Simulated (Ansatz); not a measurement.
**doublet SiSe+ at 3 levels**

Aim: a comparison of 3 runs (UHF/3-21G, UB2PLYP/aug-cc-pVTZ, UCCSD(T)/aug-cc-pVTZ) of doublet SiSe+. 

Program for the calculation: Ansatz 0.2.0.

20 further runs of the same task are left out: 20 set aside as unsound or not needed.

## Step 1: The system as given

The species is SiSe+ (2 atoms), meant as a doublet with charge +1. As SMILES of the parent species, `[Si][Se]`. The coordinates come from a PBE0-D4/def2-TZVP relaxation. That shape belongs to the parent species and isn't relaxed for this state.

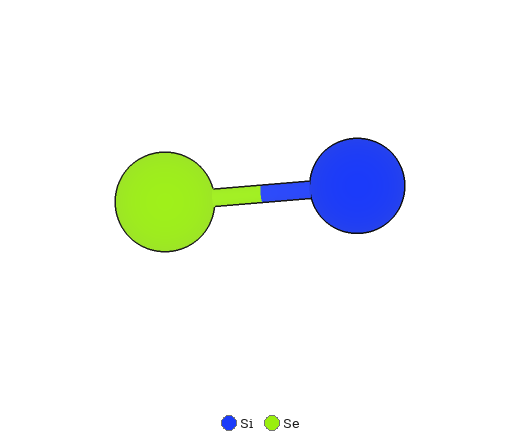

The structure, seen from a chosen angle (silicon blue, selenium green).

## Step 2: A single-point energy at UHF/3-21G (run 1)

Contents of job.yaml:

```yaml
crystal:
  periodic: [false, false, false]
  atoms:
    - symbol: Si
      position_ang: [0.000000, 0.000000, 0.031440]
    - symbol: Se
      position_ang: [-0.000000, -0.000000, 2.093090]
basis:
  gaussian:
    orbitals: 3-21G-spherical.json
magnetization:
  spin_polarized: true
  initial_magnetization: 1
accuracy: high
total_charge: 1
output: {orbitals: {seedname: orbitals}}
hamiltonian:
  xc: hf
```

The basis set 3-21G is read from a file made from the Basis Set Exchange's data (not shown).

The run is started by

```sh
$ ansatz run job.yaml --threads 1 --pin off --max-ram 3480MiB --events-out events.jsonl --progress --plain --runs-dir runs
```

What it wrote:

```text
Warning: RAYON_NUM_THREADS=1 ignored (pool sized by the plan → 1); use --threads N
Functional definition: HF
  name "HF"
  exchange = exact_x
  correlation = 0
551 factors; integrals over basis functions are off by at most 4.2e-9 eV
mean field evaluation 1: about -72802.0823 eV, gradient 1.8e1 eV
mean field evaluation 2: about -72802.0984 eV, gradient 1.8e1 eV
mean field evaluation 4: about -72805.2000 eV, gradient 1.5e0 eV
mean field evaluation 8: about -72805.2479 eV, gradient 1.2e-1 eV
mean field evaluation 16: about -72805.3024 eV, gradient 9.2e-2 eV
mean field evaluation 32: about -72805.2917 eV, gradient 1.9e-1 eV
mean field evaluation 64: about -72805.2477 eV, gradient 4.0e-1 eV
mean field evaluation 96: about -72799.5805 eV, gradient 1.2e1 eV
mean field evaluation 128: about -72797.0307 eV, gradient 4.9e0 eV
mean field evaluation 160: about -72803.9580 eV, gradient 8.7e0 eV
mean field evaluation 192: about -72805.3160 eV, gradient 3.4e-1 eV
mean field evaluation 224: about -72805.2378 eV, gradient 5.2e-1 eV
mean field evaluation 256: about -72800.5917 eV, gradient 8.1e0 eV
mean field -72805.42893073 eV, -2675.5501639123 hartree, gradient 3.3e-8 eV, S^2 0.942535; 6 other end points of the search recorded, 0 dependent functions left out
reference -72805.42893073 eV, -2675.5501639123 hartree; 24, 23 occupied and 11, 12 virtual orbitals, 551 factors
Total energy: -72805.42893073 eV, -2675.5501639123 hartree
```

Run time: 2.1 s. Hardware: 1 thread of Arm Neoverse V1, shared host; peak memory 0.091 GiB.

## Step 3: The energy at UB2PLYP/aug-cc-pVTZ (run 2)

Contents of in.yaml:

```yaml
crystal:
  periodic: [false, false, false]
  atoms:
    - {symbol: Si, position_ang: [0.000000, 0.000000, 0.031440]}
    - {symbol: Se, position_ang: [-0.000000, -0.000000, 2.093090]}
basis:
  gaussian: {orbitals: aug-cc-pVTZ}
total_charge: 1
magnetization: {spin_polarized: true, initial_magnetization: 1}
hamiltonian: {xc: {name: B2PLYP}}
correlation: {frozen_orbitals: {Se: 9, Si: 5}}
accuracy: high
output: {orbitals: {seedname: orbitals}}
```

The run is started by

```sh
$ ansatz run in.yaml --threads 1 --pin off --max-ram 3480MiB --events-out events.jsonl --progress --plain --runs-dir runs
```

What it wrote (excerpt; [...] marks lines left out):

```text
Warning: RAYON_NUM_THREADS=1 ignored (pool sized by the plan → 1); use --threads N
Functional definition: B2PLYP
  name "B2PLYP"
[...]
1391 factors; integrals over basis functions are off by at most 4.1e-9 eV
[...]
mean field -73202.65314242 eV, -2690.1478844434 hartree, gradient 1.7e-8 eV, S^2 0.755505; 7 other end points of the search recorded, 0 dependent functions left out
14 core orbitals not correlated: weight in the atoms' cores, before any rotation towards them, 1.000 or more for the frozen orbitals, at most 0.000 for the correlated occupied ones
reference -73202.65316371 eV, -2690.1478852260 hartree; 10, 9 occupied and 85, 86 virtual orbitals, 1391 factors
second order -8.81397685 eV of doubles, -0.00000000 eV of singles
Total energy: -73205.03293746 eV, -2690.2353402982 hartree
```

Wall time 97 s (1 thread of Arm Neoverse V1, shared host); peak memory 0.45 GiB.

## Step 4: A single-point energy at UCCSD(T)/aug-cc-pVTZ (run 3)

Contents of run.yaml:

```yaml
basis:
  gaussian:
    orbitals: aug-cc-pVTZ
crystal:
  periodic: [false, false, false]
  atoms:
    - {symbol: Si, position_ang: [0.000000, 0.000000, 0.031440]}
    - {symbol: Se, position_ang: [-0.000000, -0.000000, 2.093090]}
correlation:
  method: ccsd_t
  frozen_orbitals: {Se: 9, Si: 5}
accuracy: high
total_charge: 1
scf:
  omitted_lower_state_checks: [cluster_reference, increment]
magnetization:
  spin_polarized: true
  initial_magnetization: 1
```

The run is started by

```sh
$ ansatz run run.yaml --threads 1 --pin off --max-ram 3480MiB --events-out events.jsonl --progress --plain --runs-dir runs
```

What it wrote:

```text
Warning: RAYON_NUM_THREADS=1 ignored (pool sized by the plan → 1); use --threads N
[... 21 lines left out ...]
14 core orbitals not correlated: weight in the atoms' cores, before any rotation towards them, 1.000 or more for the frozen orbitals, at most 0.000 for the correlated occupied ones
[... 33 lines left out ...]
Total energy: -73166.53466362 eV, -2688.8205548296 hartree
Checks for a lower state left out: cluster_reference, increment
```

Wall time 77 s (1 thread of Arm Neoverse V1, shared host); peak memory 0.99 GiB.

## Step 5: Overview of the runs

```tsv
run	level	frozen core orbitals	energy (Eh)	HOMO energy (eV)	LUMO energy (eV)	⟨S²⟩	wall time
1	UHF/3-21G	–	-2675.550164	-16.63	-8.51	0.943	2.1 s
2	UB2PLYP/aug-cc-pVTZ	14	-2690.235340	-15.24	-10.74	0.756	97 s
3	UCCSD(T)/aug-cc-pVTZ	14	-2688.820555	–	–	0.840	77 s
```

## Step 6: What came out

| quantity | value |
| --- | --- |
| run 3: total energy | -2688.82055 Eh |
| run 3: correlation energy (14 core orbitals frozen) | -297.3 mEh |
| run 3: (T) correction | -13.47 mEh |
| run 3: ⟨S²⟩ of the reference determinant | 0.840 |
| run 3: T1 diagnostic | 0.030 |

Spin contamination of the reference: run 1 ⟨S²⟩ = 0.94. All runs together took 2.9 min, the longest 97 s.
